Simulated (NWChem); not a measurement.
InNH$_{4}$: energy and gradient calculation (part 2 of 3)

The same run, continued: InNH$_{4}$ (InH2(NH2)), SMILES [H][In]([H])[NH2]; B3LYP/STO-3G, RKS (NWChem 7.3.0). The geometry comes from this level: GFN2-xTB.

Geometry of the input (Å):
```
In 0.4571  0.7532  -0.0140
H  2.1303  0.7651  0.3313
H  -0.3229  2.2283  -0.3784
N  -0.6273  -0.9331  0.2278
H  -1.4974  -0.9966  -0.2894
H  -0.1398  -1.8170  0.1227
```

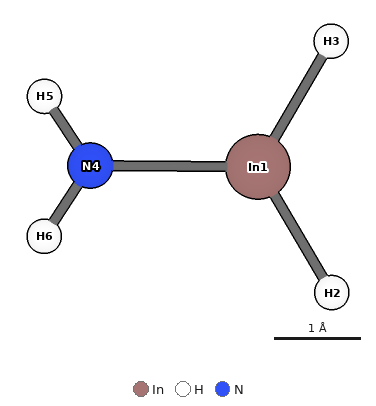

*The structure (ball-and-stick view, seen at a tilt; atoms are numbered from 1 in the order of the input). Sticks mark near contacts.*

The program's output, continued
```
 Vector    8  Occ=2.000000D+00  E=-2.310274D+01
              MO Center=  4.6D-01,  7.5D-01, -1.4D-02, r^2= 3.9D-02
   Bfn.  Coefficient  Atom+Function         Bfn.  Coefficient  Atom+Function
  ----- ------------  ---------------      ----- ------------  ---------------
     8      0.947042  1 In py                 7      0.594372  1 In px
     4     -0.459354  1 In py                 3     -0.288295  1 In px
    12      0.050520  1 In py                 9     -0.048215  1 In pz
    11      0.031714  1 In px

 Vector    9  Occ=2.000000D+00  E=-2.310211D+01
              MO Center=  4.6D-01,  7.5D-01, -1.4D-02, r^2= 3.9D-02
   Bfn.  Coefficient  Atom+Function         Bfn.  Coefficient  Atom+Function
  ----- ------------  ---------------      ----- ------------  ---------------
     7      0.925988  1 In px                 8     -0.567393  1 In py
     3     -0.449141  1 In px                 4      0.275208  1 In py
     9      0.270389  1 In pz                 5     -0.131149  1 In pz
    11      0.049392  1 In px                12     -0.030262  1 In py

 Vector   10  Occ=2.000000D+00  E=-1.545790D+01
              MO Center=  4.6D-01,  7.5D-01, -1.4D-02, r^2= 3.6D-02
   Bfn.  Coefficient  Atom+Function         Bfn.  Coefficient  Atom+Function
  ----- ------------  ---------------      ----- ------------  ---------------
    20      0.886684  1 In d  0              21      0.287471  1 In d  1
    19      0.271685  1 In d -1              18     -0.078429  1 In d -2
    25      0.070440  1 In d  0

 Vector   11  Occ=2.000000D+00  E=-1.545600D+01
              MO Center=  4.6D-01,  7.5D-01, -1.4D-02, r^2= 3.6D-02
   Bfn.  Coefficient  Atom+Function         Bfn.  Coefficient  Atom+Function
  ----- ------------  ---------------      ----- ------------  ---------------
    19      0.792146  1 In d -1              21     -0.508503  1 In d  1
    22     -0.228520  1 In d  2              20     -0.079377  1 In d  0
    18     -0.067987  1 In d -2              24      0.062803  1 In d -1
    26     -0.040317  1 In d  1

 Vector   12  Occ=2.000000D+00  E=-1.545558D+01
              MO Center=  4.6D-01,  7.5D-01, -1.4D-02, r^2= 3.6D-02
   Bfn.  Coefficient  Atom+Function         Bfn.  Coefficient  Atom+Function
  ----- ------------  ---------------      ----- ------------  ---------------
    21      0.741137  1 In d  1              19      0.435870  1 In d -1
    20     -0.394857  1 In d  0              18     -0.223126  1 In d -2
    22      0.065266  1 In d  2              26      0.058747  1 In d  1
    24      0.034548  1 In d -1              25     -0.031299  1 In d  0

 Vector   13  Occ=2.000000D+00  E=-1.545029D+01
              MO Center=  4.6D-01,  7.5D-01, -1.4D-02, r^2= 3.6D-02
   Bfn.  Coefficient  Atom+Function         Bfn.  Coefficient  Atom+Function
  ----- ------------  ---------------      ----- ------------  ---------------
    22      0.809337  1 In d  2              18      0.486539  1 In d -2
    19      0.228364  1 In d -1              21     -0.069865  1 In d  1
    27      0.064222  1 In d  2              23      0.038610  1 In d -2

 Vector   14  Occ=2.000000D+00  E=-1.545027D+01
              MO Center=  4.6D-01,  7.5D-01, -1.4D-02, r^2= 3.6D-02
   Bfn.  Coefficient  Atom+Function         Bfn.  Coefficient  Atom+Function
  ----- ------------  ---------------      ----- ------------  ---------------
    18      0.807407  1 In d -2              22     -0.487216  1 In d  2
    21      0.232010  1 In d  1              19      0.075941  1 In d -1
    23      0.064072  1 In d -2              27     -0.038656  1 In d  2

 Vector   15  Occ=2.000000D+00  E=-1.404628D+01
              MO Center= -6.3D-01, -9.3D-01,  2.3D-01, r^2= 2.0D-02
   Bfn.  Coefficient  Atom+Function         Bfn.  Coefficient  Atom+Function
  ----- ------------  ---------------      ----- ------------  ---------------
    30      0.992453  4 N  s                 31      0.035944  4 N  s

 Vector   16  Occ=2.000000D+00  E=-3.536256D+00
              MO Center=  4.6D-01,  7.5D-01, -1.5D-02, r^2= 3.0D-01
   Bfn.  Coefficient  Atom+Function         Bfn.  Coefficient  Atom+Function
  ----- ------------  ---------------      ----- ------------  ---------------
    10      1.053936  1 In s                  6     -0.470589  1 In s
     2      0.252904  1 In s                  1     -0.083987  1 In s

 Vector   17  Occ=2.000000D+00  E=-2.488997D+00
              MO Center=  4.6D-01,  7.5D-01, -1.3D-02, r^2= 3.2D-01
   Bfn.  Coefficient  Atom+Function         Bfn.  Coefficient  Atom+Function
  ----- ------------  ---------------      ----- ------------  ---------------
    13      1.012366  1 In pz                 9     -0.430316  1 In pz
    11     -0.185781  1 In px                12      0.178655  1 In py
     5      0.171061  1 In pz                 7      0.078968  1 In px
     8     -0.075939  1 In py                 3     -0.031392  1 In px
    17      0.031494  1 In pz                 4      0.030188  1 In py

 Vector   18  Occ=2.000000D+00  E=-2.473911D+00
              MO Center=  4.6D-01,  7.5D-01, -1.4D-02, r^2= 3.2D-01
   Bfn.  Coefficient  Atom+Function         Bfn.  Coefficient  Atom+Function
  ----- ------------  ---------------      ----- ------------  ---------------
    12      0.878589  1 In py                11      0.562474  1 In px
     8     -0.373388  1 In py                 7     -0.239044  1 In px
     4      0.148423  1 In py                 3      0.095020  1 In px
    13     -0.051866  1 In pz                16      0.026529  1 In py

 Vector   19  Occ=2.000000D+00  E=-2.473228D+00
              MO Center=  4.6D-01,  7.5D-01, -1.4D-02, r^2= 3.2D-01
   Bfn.  Coefficient  Atom+Function         Bfn.  Coefficient  Atom+Function
  ----- ------------  ---------------      ----- ------------  ---------------
    11      0.860371  1 In px                12     -0.535906  1 In py
     7     -0.365634  1 In px                13      0.252461  1 In pz
     8      0.227745  1 In py                 3      0.145340  1 In px
     9     -0.107289  1 In pz                 4     -0.090529  1 In py
     5      0.042647  1 In pz                15      0.026612  1 In px

 Vector   20  Occ=2.000000D+00  E=-7.568995D-01
              MO Center= -6.7D-01, -1.1D+00,  6.2D-02, r^2= 7.7D-01
   Bfn.  Coefficient  Atom+Function         Bfn.  Coefficient  Atom+Function
  ----- ------------  ---------------      ----- ------------  ---------------
    31      0.751728  4 N  s                 30     -0.222644  4 N  s
    35      0.198672  5 H  s                 36      0.198235  6 H  s
    34     -0.113831  4 N  pz                33     -0.074766  4 N  py
    14      0.045794  1 In s                 23      0.041492  1 In d -2
    12      0.039225  1 In py                10     -0.037206  1 In s

 Vector   21  Occ=2.000000D+00  E=-4.024668D-01
              MO Center= -6.9D-01, -1.1D+00,  8.3D-02, r^2= 1.1D+00
   Bfn.  Coefficient  Atom+Function         Bfn.  Coefficient  Atom+Function
  ----- ------------  ---------------      ----- ------------  ---------------
    32      0.482085  4 N  px                35     -0.420386  5 H  s
    36      0.421321  6 H  s                 33     -0.292222  4 N  py
    34      0.146396  4 N  pz                27     -0.099544  1 In d  2
    15      0.058991  1 In px                23     -0.051460  1 In d -2
    22      0.037036  1 In d  2              16     -0.035117  1 In py

 Vector   22  Occ=2.000000D+00  E=-3.319167D-01
              MO Center=  2.4D-02,  8.7D-02,  1.0D-01, r^2= 2.5D+00
   Bfn.  Coefficient  Atom+Function         Bfn.  Coefficient  Atom+Function
  ----- ------------  ---------------      ----- ------------  ---------------
    14      0.446020  1 In s                 33      0.434690  4 N  py
    25     -0.302902  1 In d  0              32      0.241071  4 N  px
    28      0.197092  2 H  s                 29      0.195446  3 H  s
    10     -0.187934  1 In s                 23      0.182774  1 In d -2
    35     -0.176946  5 H  s                 36     -0.174685  6 H  s

 Vector   23  Occ=2.000000D+00  E=-2.965597D-01
              MO Center=  4.6D-01,  7.9D-01,  5.9D-03, r^2= 2.2D+00
   Bfn.  Coefficient  Atom+Function         Bfn.  Coefficient  Atom+Function
  ----- ------------  ---------------      ----- ------------  ---------------
    23      0.533470  1 In d -2              29     -0.331164  3 H  s
    28     -0.326328  2 H  s                 33      0.286271  4 N  py
    26      0.253910  1 In d  1              27     -0.243215  1 In d  2
    14     -0.223741  1 In s                 18     -0.197394  1 In d -2
    31      0.193543  4 N  s                 32      0.156364  4 N  px

 Vector   24  Occ=2.000000D+00  E=-2.801316D-01
              MO Center=  6.3D-01,  1.0D+00, -1.6D-02, r^2= 1.5D+00
   Bfn.  Coefficient  Atom+Function         Bfn.  Coefficient  Atom+Function
  ----- ------------  ---------------      ----- ------------  ---------------
    27      0.658810  1 In d  2              28      0.399535  2 H  s
    29     -0.396035  3 H  s                 23      0.350011  1 In d -2
    22     -0.243505  1 In d  2              24      0.159124  1 In d -1
    18     -0.129366  1 In d -2              15      0.121175  1 In px
    26     -0.097806  1 In d  1              11     -0.093699  1 In px

 Vector   25  Occ=2.000000D+00  E=-2.398497D-01
              MO Center=  4.1D-01,  6.9D-01,  1.4D-02, r^2= 5.4D-01
   Bfn.  Coefficient  Atom+Function         Bfn.  Coefficient  Atom+Function
  ----- ------------  ---------------      ----- ------------  ---------------
    24      0.574080  1 In d -1              26     -0.546680  1 In d  1
    25     -0.523503  1 In d  0              27     -0.295176  1 In d  2
    19     -0.211522  1 In d -1              21      0.201426  1 In d  1
    20      0.192917  1 In d  0              34     -0.188008  4 N  pz
    14     -0.177752  1 In s                 23      0.141632  1 In d -2

 Vector   26  Occ=2.000000D+00  E=-2.357109D-01
              MO Center=  4.5D-01,  7.4D-01, -1.7D-02, r^2= 6.3D-01
   Bfn.  Coefficient  Atom+Function         Bfn.  Coefficient  Atom+Function
  ----- ------------  ---------------      ----- ------------  ---------------
    25      0.692129  1 In d  0              24      0.648117  1 In d -1
    14      0.405006  1 In s                 20     -0.254991  1 In d  0
    19     -0.238764  1 In d -1              27     -0.158138  1 In d  2
    10     -0.118959  1 In s                 22      0.058266  1 In d  2
     6      0.049560  1 In s                 31     -0.041016  4 N  s

 Vector   27  Occ=2.000000D+00  E=-2.342748D-01
              MO Center=  4.6D-01,  7.5D-01, -1.4D-02, r^2= 3.0D-01
   Bfn.  Coefficient  Atom+Function         Bfn.  Coefficient  Atom+Function
  ----- ------------  ---------------      ----- ------------  ---------------
    26      0.790891  1 In d  1              24      0.477849  1 In d -1
    25     -0.421605  1 In d  0              21     -0.291330  1 In d  1
    23     -0.219415  1 In d -2              19     -0.176021  1 In d -1
    20      0.155302  1 In d  0              27      0.106611  1 In d  2
    18      0.080819  1 In d -2              22     -0.039278  1 In d  2

 Vector   28  Occ=2.000000D+00  E=-1.800380D-01
              MO Center=  2.9D-01,  5.0D-01,  5.4D-02, r^2= 1.7D+00
   Bfn.  Coefficient  Atom+Function         Bfn.  Coefficient  Atom+Function
  ----- ------------  ---------------      ----- ------------  ---------------
    23      0.641528  1 In d -2              16      0.291506  1 In py
    27     -0.286509  1 In d  2              26      0.276925  1 In d  1
    34     -0.241749  4 N  pz                33     -0.238542  4 N  py
    18     -0.235724  1 In d -2              31     -0.213044  4 N  s
    15      0.210785  1 In px                28      0.135984  2 H  s

 Vector   29  Occ=2.000000D+00  E=-1.593774D-01
              MO Center=  5.7D-01,  9.6D-01, -1.9D-02, r^2= 1.9D+00
   Bfn.  Coefficient  Atom+Function         Bfn.  Coefficient  Atom+Function
  ----- ------------  ---------------      ----- ------------  ---------------
    27      0.567099  1 In d  2              15     -0.381465  1 In px
    23      0.314432  1 In d -2              29      0.310369  3 H  s
    28     -0.304766  2 H  s                 16      0.236694  1 In py
    22     -0.208138  1 In d  2              11      0.168847  1 In px
    24      0.145045  1 In d -1              18     -0.115403  1 In d -2

 Vector   30  Occ=2.000000D+00  E=-1.288084D-01
              MO Center= -4.2D-01, -5.9D-01,  2.1D-01, r^2= 1.5D+00
   Bfn.  Coefficient  Atom+Function         Bfn.  Coefficient  Atom+Function
  ----- ------------  ---------------      ----- ------------  ---------------
    34      0.772333  4 N  pz                32     -0.298655  4 N  px
    17      0.273940  1 In pz                31      0.229344  4 N  s
    16      0.210704  1 In py                23      0.167610  1 In d -2
    24      0.146004  1 In d -1              27     -0.141288  1 In d  2
    33     -0.104582  4 N  py                13     -0.101310  1 In pz

 Vector   31  Occ=0.000000D+00  E= 8.899404D-02
              MO Center=  3.6D-01,  5.6D-01, -7.3D-02, r^2= 2.6D+00
   Bfn.  Coefficient  Atom+Function         Bfn.  Coefficient  Atom+Function
  ----- ------------  ---------------      ----- ------------  ---------------
    17      0.966273  1 In pz                34     -0.368421  4 N  pz
    13     -0.324097  1 In pz                16      0.187372  1 In py
    15     -0.167262  1 In px                32      0.130366  4 N  px
     9      0.115440  1 In pz                31     -0.099122  4 N  s
    14     -0.091652  1 In s                 12     -0.060108  1 In py

 Vector   32  Occ=0.000000D+00  E= 2.061225D-01
              MO Center=  2.1D-01,  4.1D-01,  1.3D-01, r^2= 2.9D+00
   Bfn.  Coefficient  Atom+Function         Bfn.  Coefficient  Atom+Function
  ----- ------------  ---------------      ----- ------------  ---------------
    14      1.010697  1 In s                 31     -0.709960  4 N  s
    28     -0.516254  2 H  s                 29     -0.512223  3 H  s
    33     -0.295421  4 N  py                16     -0.242850  1 In py
    32     -0.224233  4 N  px                35      0.214982  5 H  s
    36      0.215332  6 H  s                 25     -0.207024  1 In d  0

 Vector   33  Occ=0.000000D+00  E= 3.484654D-01
              MO Center=  5.4D-01,  8.8D-01, -5.0D-02, r^2= 3.2D+00
   Bfn.  Coefficient  Atom+Function         Bfn.  Coefficient  Atom+Function
  ----- ------------  ---------------      ----- ------------  ---------------
    16      0.893998  1 In py                31      0.698194  4 N  s
    29     -0.589562  3 H  s                 28     -0.585504  2 H  s
    15      0.541704  1 In px                14      0.408241  1 In s
    35     -0.306734  5 H  s                 36     -0.306937  6 H  s
    12     -0.229145  1 In py                34     -0.196278  4 N  pz

 Vector   34  Occ=0.000000D+00  E= 3.846629D-01
              MO Center=  3.7D-01,  6.1D-01, -9.4D-03, r^2= 3.1D+00
   Bfn.  Coefficient  Atom+Function         Bfn.  Coefficient  Atom+Function
  ----- ------------  ---------------      ----- ------------  ---------------
    15      0.951931  1 In px                28     -0.700625  2 H  s
    29      0.702753  3 H  s                 16     -0.569380  1 In py
    36     -0.337544  6 H  s                 35      0.320028  5 H  s
    17      0.275508  1 In pz                11     -0.232105  1 In px
    32      0.194261  4 N  px                27      0.176257  1 In d  2

 Vector   35  Occ=0.000000D+00  E= 4.640674D-01
              MO Center= -6.3D-01, -1.0D+00,  1.1D-03, r^2= 1.9D+00
   Bfn.  Coefficient  Atom+Function         Bfn.  Coefficient  Atom+Function
  ----- ------------  ---------------      ----- ------------  ---------------
    35      0.795361  5 H  s                 36      0.785881  6 H  s
    33      0.778522  4 N  py                31     -0.656299  4 N  s
    16      0.441166  1 In py                32      0.377322  4 N  px
    34      0.320528  4 N  pz                15      0.301857  1 In px
    14     -0.153102  1 In s                 28     -0.117329  2 H  s

 Vector   36  Occ=0.000000D+00  E= 4.940202D-01
              MO Center= -5.9D-01, -9.6D-01,  4.8D-02, r^2= 1.8D+00
   Bfn.  Coefficient  Atom+Function         Bfn.  Coefficient  Atom+Function
  ----- ------------  ---------------      ----- ------------  ---------------
    32      0.860963  4 N  px                35      0.795155  5 H  s
    36     -0.796032  6 H  s                 33     -0.522148  4 N  py
    15     -0.364199  1 In px                34      0.260955  4 N  pz
    28      0.246302  2 H  s                 29     -0.245772  3 H  s
    16      0.214397  1 In py                17     -0.105117  1 In pz

     ---------------------------------------------
      Total Density - Mulliken Population Analysis
     ---------------------------------------------

    Atom       Charge   Shell Charges
 -----------   ------   -------------------------------------------------------
    1 In  49    48.46   2.00  2.00  6.00  2.00  5.99  2.01  5.97  1.11  1.60  9.99  9.79
    2 H    1     1.16   1.16
    3 H    1     1.16   1.16
    4 N    7     7.53   1.99  1.59  3.95
    5 H    1     0.85   0.85
    6 H    1     0.85   0.85

     -------------------------------------------
      Total Density - Lowdin Population Analysis
     -------------------------------------------
```
